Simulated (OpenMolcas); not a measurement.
# As⁺: CASSCF and CASPT2 terms and fine-structure levels

Which level of As⁺ lies lowest, and where do the others fall? The reference wave functions come first, then spin-orbit coupling, then second-order correlation under several settings.

Method: state-averaged CASSCF and CASPT2, spin-orbit coupling by RASSI with atomic mean-field integrals. Code: OpenMolcas 26.06.

## 1. Starting point

```
Species                           : As⁺ (arsenic, Z = 33, 32 electrons)
Basis                             : ANO-R1 [5s4p3d1f], 39 functions
Scalar Hamiltonian                : X2C, finite nucleus
Inactive shells                   : 1s 2s 2p 3s 3p 3d 4s
Active space                      : 2 electrons in 3 orbitals (4p)
Some configurations of this space : 4s² 4p²
Orbitals                          : optimised for each spin and parity, averaged over all roots
```

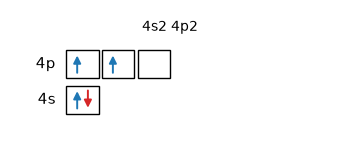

Occupation of the outer shells (arrows by Hund's rule).

The work runs as a chain of OpenMolcas steps in one folder; each step below is one input file. Labels, J, g values, rates, χT and fits are worked out afterwards by a script from the matrices that RASSI stores.

## 2. One- and two-electron integrals

The input, a.inp:

```
&GATEWAY
Coord
1

As 0.0 0.0 0.0
Basis=ANO-R1
Group=XYZ
NoMove
AngMom=0.0 0.0 0.0
AMFI
&SEWARD
```

Launch:

```
> OMP_NUM_THREADS=1 MOLCAS_MEM=2252 MOLCAS_PROJECT=a pymolcas a.inp > a.log
```

## 3. CASSCF: triplets of even parity, 3 roots

The input, a.inp:

```
&RASSCF
FileOrb=start.orb
Symmetry=1
Spin=3
nActEl=2 0 0
Inactive=9 6
Ras2=0 3
CIRoot=3 3 1
SDav=3
CIMx=300
Iter=120 100
PrWF=0.3
OrbListing=Nothing
MaxOrb=0
Atom
>>> COPY $Project.JobIph JOB001
```

start.orb holds the contracted functions of the basis, ordered by shell, or the orbitals of the step before.

## 4. CASSCF: singlets of even parity, 6 roots

The input, a.inp:

```
&RASSCF
FileOrb=start.orb
Symmetry=1
Spin=1
nActEl=2 0 0
Inactive=9 6
Ras2=0 3
CIRoot=6 6 1
SDav=6
CIMx=300
Iter=120 100
PrWF=0.3
OrbListing=Nothing
MaxOrb=0
Atom
>>> COPY $Project.JobIph JOB002
```

## 5. State interaction with spin-orbit coupling

The input, a.inp:

```
&RASSI
NrOfJobIphs=2 3 6
1 2 3
1 2 3 4 5 6
IphNames
JOB001
JOB002
EJob
SpinOrbit
DIPRint=1.0
SOCoupling=1000.0
Subsets=2
MEES
Property=10
'ANGMOM' 1 'ANGMOM' 2 'ANGMOM' 3 'MLTPL  1' 1 'MLTPL  1' 2 'MLTPL  1' 3
'AMFI' 1 'AMFI' 2 'AMFI' 3 'MLTPL  2' 6
SOProperty=3
'ANGMOM' 1 'ANGMOM' 2 'ANGMOM' 3
```

## 6. CASPT2: IPEA 0.15, sigma2 regulariser 0.4 (closed shells correlated: 3d 4s), extended multistate

The input, a.inp:

```
>>> COPY JOB001 $Project.JobIph
&CASPT2
XMultistate=3 1 2 3
Frozen=3 6
IPEA=0.15
Sig2=0.4
MaxIter=60
WThr=0.0 0.3 0.05
PrWF=0.5
NoMix
>>> COPY JOB002 $Project.JobIph
&CASPT2
XMultistate=6 1 2 3 4 5 6
Frozen=3 6
IPEA=0.15
Sig2=0.4
MaxIter=60
WThr=0.0 0.3 0.05
PrWF=0.5
NoMix
```

## 7. CASPT2: IPEA 0.15, real shift 0.25 (closed shells correlated: 4s), extended multistate

Changes to a.inp since step 6:

```diff
@@ -3,5 +3,5 @@
 XMultistate=3 1 2 3
-Frozen=3 6
+Frozen=8 6
 IPEA=0.15
-Sig2=0.4
+Shift=0.25
 MaxIter=60
@@ -13,5 +13,5 @@
 XMultistate=6 1 2 3 4 5 6
-Frozen=3 6
+Frozen=8 6
 IPEA=0.15
-Sig2=0.4
+Shift=0.25
 MaxIter=60
```

## 8. CASPT2: IPEA 0.5, imaginary shift 0.3 (closed shells correlated: 3d 4s)

The input, a.inp:

```
>>> COPY JOB001 $Project.JobIph
&CASPT2
Multistate=3 1 2 3
Frozen=3 6
IPEA=0.5
Imaginary=0.3
MaxIter=60
WThr=0.0 0.3 0.05
PrWF=0.5
NoMix
>>> COPY JOB002 $Project.JobIph
&CASPT2
Multistate=6 1 2 3 4 5 6
Frozen=3 6
IPEA=0.5
Imaginary=0.3
MaxIter=60
WThr=0.0 0.3 0.05
PrWF=0.5
NoMix
```

(Steps that only read results are left out.)

What does the calculation give? Wanted: lowest level; first excited level; lowest level of another term; spin-orbit lowering of the lowest level; strongest of the lines computed, by gA.

The runs gave:

| quantity | value |
| --- | --- |
| method | XMS-CASPT2, IPEA 0.15, sigma2 regulariser 0.4 (closed shells correlated: 3d 4s) |
| lowest level | 4s² 4p² ³P₀, 99 % of that term |
| ground level listed by NIST | 3P0 |
| first excited level | 4s² 4p² ³P₁ at 945 cm⁻¹ |
| lowest level of another term | 4s² 4p² ¹D₂ at 11620 cm⁻¹ |
| spin-orbit lowering of the lowest level | 1711 cm⁻¹ |
| strongest of the lines computed, by gA (one parity, so forbidden lines), at XMS-CASPT2 energies | 4s² 4p² ¹S₀ → 4s² 4p² ³P₁, 413 nm, A = 5.49e+00 s⁻¹ |

What each method costs and misses:

| method | time of its own steps | time with the reference | mean absolute difference from the measured levels (cm-1) |
| --- | --- | --- | --- |
| A. CASSCF | 2.7 s | 2.7 s | 2100 |
| B. XMS-CASPT2, IPEA 0.15, sigma2 regulariser 0.4, +3d 4s | 0.88 s | 3.6 s | 1100 |
| C. XMS-CASPT2, IPEA 0.15, real shift 0.25, +4s | 0.78 s | 3.5 s | 1100 |
| D. SS-CASPT2, IPEA 0.5, imaginary shift 0.3, +3d 4s | 0.98 s | 3.7 s | 830 |

Times are of one thread on a shared host.

**Reading.** The multiplet ³P is regular; its intervals divided by the larger J differ by 29 % of their mean, where Landé's rule for pure LS coupling makes them equal. Second-order correlation (method B) scales the levels of the lowest configuration above 5000 cm⁻¹ by 0.89 to 0.93. Method D lies closest to the measured levels (830 cm⁻¹ on average) and A farthest (2100). Only the configurations of the active space and the roots asked for are present. CASPT2 does not keep the components of a term degenerate, and the means are used. With the s shell closed, the highest p terms come out too high. Only valence configurations of the active space appear, up to the ionisation limit; * or ° marks odd parity.
